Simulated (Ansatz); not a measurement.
# Ta2O5 (P2/m): how G0W0 depends on its starting point, part 2 of 2

One-shot GW is not self-consistent; how far does the start matter for Ta2O5 (P2/m)?

Ansatz 0.2.0; G0W0 on several functionals, plane waves, PAW. Known limits of the many-body steps: not at the basis limit; no spin-orbit coupling; coarse k mesh.

So far. Step 2 (G0W0 on LDA): The gap on the mesh goes from 2.11 eV to 3.48 eV, a correction of +1.38 eV. Between the two edge states, bare exchange in place of the xc potential would open the gap by 10.67 eV, and correlation takes back 9.29 eV. Step 3 (G0W0 on HSE06): Against the run with 4×4×2 mesh, 219 empty bands, screening to 100 eV, PAW set soft_1 files on LDA, the gap moves by +0.47 eV, while the start moved by +1.56 eV.

In doubt: masses and optical values from hybrid runs of this build are listed as unsure (steps 3, 4, 5), which bears on the screening that GW takes from such a start.

### 4. G0W0 on PBE0

This step: G0W0 on PBE0, plane waves, PAW; PAW set soft_1.

input.yaml reads:

```yaml
crystal:
  lattice:
    - [3.8414080139, 0.0, 0.0]
    - [0.0, 3.86271575, 0.0]
    - [-1.8189421445, 0.0, 6.5289594201]
  atoms:
    - { symbol: Ta, position: [0.64953073, 0.0, 0.79131453] }
    - { symbol: Ta, position: [0.35046927, 0.0, 0.20868547] }
    - { symbol: O, position: [0.6621243, 0.5, 0.79832929] }
    - { symbol: O, position: [0.3378757, 0.5, 0.20167071] }
    - { symbol: O, position: [0.18976057, 0.0, 0.87062125] }
    - { symbol: O, position: [0.81023943, 0.0, 0.12937875] }
    - { symbol: O, position: [0.5, 0.0, 0.5] }
kpoints:
  mp_grid: { grid: [4, 4, 2] }
hamiltonian:
  xc: pbe0
  pseudopotentials: { kind: paw, azcp: { folder: soft_1 } }
scf:
  occupations: { method: fixed }
gw:
  n_empty_bands: 219
  ecut_chi: 100
  qp_bands: [v2, c2]
  qp_kpoints: band_edges
  screening: { model: contour_deformation }
```

Command:

```
> ansatz run input.yaml --threads 2 --pin off --max-ram 92160MiB --backend cuda --events-out ev --progress --plain --runs-dir out --devices 1 --max-vram 13GiB
```

Numbers of over 12 decimals in the logs are rounded to 6 here.

The program printed:

```text
GPUs: using 1 of 1 available (devices: 1).
[...]
GPU FFT provider: cuFFT
GPU libraries: cuBLAS 13.8.2, cuFFT 12.4.0, cuSOLVER 12.3.4
Crystal: 7 atoms, lattice volume = 96.878 Å³
Basis set: ecut = 420 eV, 1913 PW (Γ)
Bands: 35, of which v1, the nominal top of the filled ones, is band 28 counted from 1 (27 counted from 0)
Symmetry: 4 space group operations
[...]
k-points: 18 of 32
[...]
1    29      9.9737   -12.6657    -4.0913   -17.1298  0.8384    10.3475    10.3466  root
     1    30     10.4991   -13.0362    -4.2692   -17.7064  0.8339    10.9012    10.9000  root
[...]
17    27      5.4227   -26.3259     4.3145   -22.6003  0.7850     6.0084     6.0116  root
    17    28      5.5564   -26.5054     4.3215   -22.7895  0.7849     6.1586     6.1620  root
    17    29     11.0633   -13.0925    -4.3877   -17.9245  0.8279    11.5092    11.5076  root
    17    30     13.0915   -14.7540    -4.6563   -19.9954  0.8045    13.6804    13.6766  root
[key lines of the parts left out:]
Free energy (F): -22706.969360 eV
Fermi energy:    5.556434 eV
```

Wall time 80 s (1 × NVIDIA H100 80GB HBM3 (shared by 6 runs) with 2 threads of AMD EPYC 7R13 (Zen 3), shared host); peak memory 1.6 GiB.

Numbers from this step:

| Item | Value |
| --- | --- |
| bands summed | 247 |
| RPA ε∞ on this mesh (eigenvalues) | 3.431, 3.471, 4.547 |
| plane waves in the screening matrix | 221 |
| G0W0 gap on the mesh | 4.185 eV |
| k of the valence top | -0.5, -0.5, -0.5 |
| k of the conduction bottom | 0, 0, -0.5 |
| starting gap on the mesh | 4.417 eV |
| least direct G0W0 gap on the computed points | 4.904 eV |

Against the run with 4×4×2 mesh, 219 empty bands, screening to 100 eV, PAW set soft_1 files on HSE06, the gap moves by +0.23 eV, while the start moved by +0.76 eV.

### 5. G0W0 on Hartree-Fock

This step: G0W0 on Hartree-Fock, plane waves, PAW; PAW set soft_1.

input.yaml, as its differences from that of step 4:

```diff
@@ -16,3 +16,3 @@
 hamiltonian:
-  xc: pbe0
+  xc: hf
   pseudopotentials: { kind: paw, azcp: { folder: soft_1 } }
```

The program printed:

```text
GPUs: using 1 of 1 available (devices: 1).
[...]
GPU FFT provider: cuFFT
GPU libraries: cuBLAS 13.8.2, cuFFT 12.4.0, cuSOLVER 12.3.4
Crystal: 7 atoms, lattice volume = 96.878 Å³
Basis set: ecut = 420 eV, 1913 PW (Γ)
Bands: 35, of which v1, the nominal top of the filled ones, is band 28 counted from 1 (27 counted from 0)
Symmetry: 4 space group operations
[...]
k-points: 18 of 32
[...]
1    29     14.2382   -11.4361    -3.1673   -11.4638  0.9082    11.1188    11.0985  root
     1    30     14.7108   -11.7895    -3.0874   -11.8162  0.9068    11.6696    11.6501  root
[...]
17    27      1.9368   -26.4658     3.2009   -26.4520  0.8771     5.0954     5.1239  root
    17    28      2.0961   -26.6288     3.2100   -26.6150  0.8769     5.2636     5.2922  root
    17    29     15.4252   -11.8246    -3.2318   -11.8467  0.9043    12.2390    12.2155  root
    17    30     17.8731   -13.5768    -3.3233   -13.5837  0.8932    14.5861    14.5568  root
[key lines of the parts left out:]
Free energy (F): -22420.730566 eV
Fermi energy:    2.096053 eV
```

Elapsed: 1.7 min, on 1 × NVIDIA H100 80GB HBM3 (shared by 6 runs) with 2 threads; peak memory 1.7 GiB; 1.9 min of CPU time.

This step gave:

| Property | Result |
| --- | --- |
| bands summed | 247 |
| RPA ε∞ on this mesh (eigenvalues) | 2.112, 2.151, 2.360 |
| plane waves in the screening matrix | 221 |
| G0W0 gap on the mesh | 5.806 eV |
| k of the valence top | -0.5, -0.5, -0.5 |
| k of the conduction bottom | 0, 0, -0.5 |
| starting gap on the mesh | 12.14 eV |
| least direct G0W0 gap on the computed points | 6.528 eV |

Against the run with 4×4×2 mesh, 219 empty bands, screening to 100 eV, PAW set soft_1 files on PBE0, the gap moves by +1.62 eV, while the start moved by +7.72 eV.

### 6. Side by side

All on the 4×4×2 mesh with 219 empty bands and screening to 100 eV. Times are wall times on 1 × NVIDIA H100 80GB HBM3 (shared by 6 runs) with 2 threads of AMD EPYC 7R13 (Zen 3), shared host, good to a factor of about two.

```
       start  starting gap (eV)  shift (eV)  G0W0 gap (eV)  RPA ε∞ (harmonic mean)  Z (valence, conduction)     time
         LDA               2.11       +1.38           3.48                    5.54               0.73, 0.79     18 s
       HSE06               3.66       +0.29           3.96                    4.01               0.77, 0.83     65 s
        PBE0               4.42       −0.23           4.18                    3.75               0.78, 0.84     80 s
Hartree-Fock              12.14       −6.34           5.81                    2.20               0.88, 0.91  1.7 min
```

How the two edges are built up, in eV (the quasiparticle level is the starting level plus Σx plus Σc less Vxc):

```
         run               edge  start      Σx     Σc     Vxc     Z     QP
         LDA        valence top   6.65  -26.37   4.83  -21.35  0.73   6.47
         LDA  conduction bottom   8.76  -13.11  -4.46  -18.77  0.79   9.95
       HSE06        valence top   5.95  -26.50   4.46  -22.38  0.77   6.29
       HSE06  conduction bottom   9.61  -12.69  -4.20  -17.53  0.83  10.25
        PBE0        valence top   5.56  -26.51   4.32  -22.79  0.78   6.16
        PBE0  conduction bottom   9.97  -12.67  -4.09  -17.13  0.84  10.35
Hartree-Fock        valence top   2.10  -26.63   3.21  -26.61  0.88   5.29
Hartree-Fock  conduction bottom  14.24  -11.44  -3.17  -11.46  0.91  11.10
```

For a hybrid start, Vxc holds its share of exact exchange.

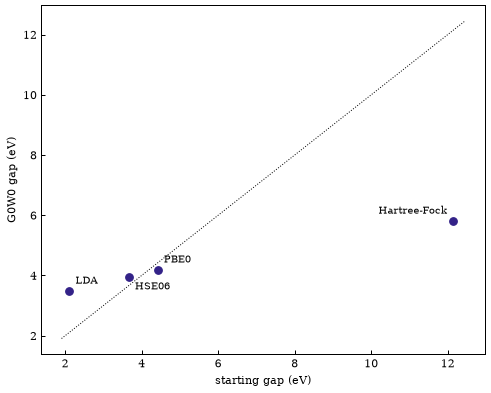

G0W0 gap against starting gap; on the dotted line the correction would vanish.

### 7. Results

```
G0W0@LDA          : 3.48 eV (start 2.11 eV)
G0W0@HSE06        : 3.96 eV (start 3.66 eV)
G0W0@PBE0         : 4.18 eV (start 4.42 eV)
G0W0@Hartree-Fock : 5.81 eV (start 12.14 eV)
known limits      : not at the basis limit; no spin-orbit coupling; coarse k mesh
```

The starting gaps span 10.04 eV and the G0W0 gaps 2.32 eV. Between LDA and Hartree-Fock, 2.32 eV of the 10.04 eV survives, 23 %. Hartree-Fock screens less than LDA (ε∞ 2.20 against 5.54). Of the 2.32 eV by which its G0W0 gap is higher, the correlation part gives +2.91 eV, and exchange with the one-particle terms, which follow the orbitals, −0.59 eV. On PBE0 and Hartree-Fock the correction is negative: that start lies above its own G0W0 value. The smallest correction, −0.23 eV, is on PBE0, the start nearest to reproducing itself, though another is as near within the errors. Bands and cutoff are finite, so the gap is not at the basis limit. The miss can reach some tenths of an eV and take either sign; the mesh is an error of its own. The 4×4×2 mesh is coarse for this cell (its supercell is 14 Å along the shortest edge). The RPA ε∞ on it, from the LDA start, is 4.80, 4.98 and 7.55; such meshes misread the long-range screening, most where the gap is narrow. The program warns that the mesh is coarse for exact exchange, which bears on the hybrid start's gap. The many-body steps are scalar-relativistic: spin-orbit coupling is not in them.

[Paths, hosts, dates, memory and timing lines, banners, echoed tables and standing remarks are left out of the program output.]

[Logs are printed without paths, hosts, clocks, repeated set-up lines and the standing remarks that a program may print on its own settings, such as how far it seeks lower states.]

[Runs of the session that timed out or met a known fault of the program may be left out.]

[Cells called generated may have been cut or substituted from an entry of the Crystallography Open Database or the Materials Project.]

[Hosts, paths, dates, database ids (printed as entryN), source tags and the programs' standing remarks are cut or masked in the printed files.]
